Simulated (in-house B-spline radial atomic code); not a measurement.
**Ru⁺ in a hard spherical wall**

Aim: energy and levels of Ru⁺ squeezed by an impenetrable sphere of shrinking radius. More than one configuration is followed.

The numbers are computed with in-house B-spline radial atomic code version 1 (non-relativistic LDA (Slater, VWN5), spherical fractional occupations, point nucleus, basis-set limit), except any that are marked as measured or tabulated.

**1. The system**

- element: ruthenium (Z = 44)
- charge: +1
- electrons: 43
- configuration: [Kr] 4d7
- Hamiltonian: non-relativistic
- nucleus: point

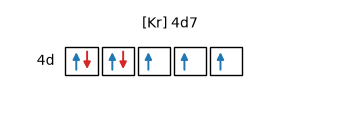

The shells outside the core, filled by Hund's rule for the drawing.

The boxes only draw the filling; these runs are spin-restricted and spherical.

Settings of the run:

```ini
Z = 44
electrons = 43.0
configuration = [Kr] 4d7
hamiltonian = nr
method = lda,vwn
spin_polarised = False
```

From the earlier run of the reference: total energy -4438.718979 hartree. Levels, eight at most:

| orbital | occupation | energy (eV) | <r> (bohr) |
| --- | --- | --- | --- |
| 2s | 2 | -3015.04 | 0.1510 |
| 2p | 6 | -2791.85 | 0.1292 |
| 3s | 2 | -534.23 | 0.4157 |
| 3p | 6 | -446.57 | 0.4089 |
| 3d | 10 | -284.66 | 0.3839 |
| 4s | 2 | -78.845 | 1.048 |
| 4p | 6 | -52.723 | 1.141 |
| 4d | 7 | -12.982 | 1.627 |

**2. Wall at 5.01 bohr, configuration [Kr] 4d7**

Settings of the run:

```ini
Z = 44
electrons = 43.0
configuration = [Kr] 4d7
hamiltonian = nr
method = lda,vwn
spin_polarised = False
wall_radius = 5.01
```

**3. Wall at 2.98 bohr, configuration [Kr] 4d7**

Settings: those of step 2 with these lines changed.

```diff
@@ -6,2 +6,2 @@
 spin_polarised = False
-wall_radius = 5.01
+wall_radius = 2.98
```

**4. Wall at 1.64 bohr, configuration [Kr] 4d7**

Settings: those of step 3 with these lines changed.

```diff
@@ -6,2 +6,2 @@
 spin_polarised = False
-wall_radius = 2.98
+wall_radius = 1.64
```

**5. Wall at 5.01 bohr, configuration [Ar] 3d9 4s2 4p6 4d7 4f1**

Settings of the run:

```ini
Z = 44
electrons = 43.0
configuration = [Ar] 3d9 4s2 4p6 4d7 4f1
hamiltonian = nr
method = lda,vwn
spin_polarised = False
wall_radius = 5.01
```

**6. Wall at 2.98 bohr, configuration [Ar] 3d9 4s2 4p6 4d7 4f1**

Settings: those of step 5 with these lines changed.

```diff
@@ -6,2 +6,2 @@
 spin_polarised = False
-wall_radius = 5.01
+wall_radius = 2.98
```

**7. Wall at 1.64 bohr, configuration [Ar] 3d9 4s2 4p6 4d7 4f1**

Settings: those of step 6 with these lines changed.

```diff
@@ -6,2 +6,2 @@
 spin_polarised = False
-wall_radius = 2.98
+wall_radius = 1.64
```

**8. Wall at 5.01 bohr, configuration [Ar] 3d10 4s2 4p5 4d7 4f1**

Settings of the run:

```ini
Z = 44
electrons = 43.0
configuration = [Ar] 3d10 4s2 4p5 4d7 4f1
hamiltonian = nr
method = lda,vwn
spin_polarised = False
wall_radius = 5.01
```

**9. Wall at 2.98 bohr, configuration [Ar] 3d10 4s2 4p5 4d7 4f1**

Settings: those of step 8 with these lines changed.

```diff
@@ -6,2 +6,2 @@
 spin_polarised = False
-wall_radius = 5.01
+wall_radius = 2.98
```

**10. Wall at 1.64 bohr, configuration [Ar] 3d10 4s2 4p5 4d7 4f1**

Settings: those of step 9 with these lines changed.

```diff
@@ -6,2 +6,2 @@
 spin_polarised = False
-wall_radius = 2.98
+wall_radius = 1.64
```

Q: What do the energy and the highest level do as the wall closes in, and which configuration is lower at each radius?

**Answer**, as computed:

| configuration | radius (bohr) | energy above the free system (eV) | pressure (GPa) | highest level (eV) |
| --- | --- | --- | --- | --- |
| [Kr] 4d7 | 5.01 | 0.589 | 3.45 | -12.262 (4d) |
| [Kr] 4d7 | 2.98 | 22.207 | 431 | -2.647 (4d) |
| [Kr] 4d7 | 1.64 | 566.27 | 53127 | 85.031 (4d) |
| [Ar] 3d9 4s2 4p6 4d7 4f1 | 5.01 | 307.96 | 17.2 | 9.490 (4f) |
| [Ar] 3d9 4s2 4p6 4d7 4f1 | 2.98 | 342.30 | 519 | 34.403 (4f) |
| [Ar] 3d9 4s2 4p6 4d7 4f1 | 1.64 | 904.96 | 54238 | 139.66 (4f) |
| [Ar] 3d10 4s2 4p5 4d7 4f1 | 5.01 | 65.451 | 17.2 | 9.270 (4f) |
| [Ar] 3d10 4s2 4p5 4d7 4f1 | 2.98 | 102.06 | 563 | 34.463 (4f) |
| [Ar] 3d10 4s2 4p5 4d7 4f1 | 1.64 | 679.14 | 54083 | 142.84 (4f) |

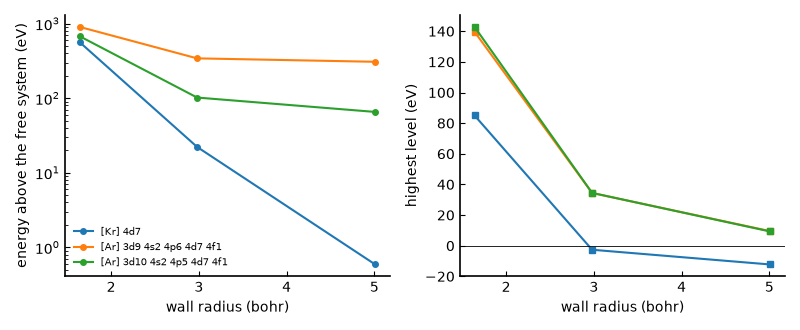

Energy above the free reference (left, logarithmic; it includes the excitation energy of the other configurations) and the highest occupied level (right).

**Reading.** For [Kr] 4d7 the energy above the free reference is 0.589 eV at 5.01 bohr and 566.27 eV at 1.64 bohr, where the electrons press on it with 53127 GPa. Its highest level passes zero between 2.98 and 1.64 bohr; in smaller spheres the level is positive, pushed up by confinement, and the wall keeps the electron in. Of [Kr] 4d7 and [Ar] 3d9 4s2 4p6 4d7 4f1, the first stays lower at every radius that both share. At 1.64 bohr the lowest of all 3 is [Kr] 4d7. A hard wall is a crude model of an atom's surroundings.
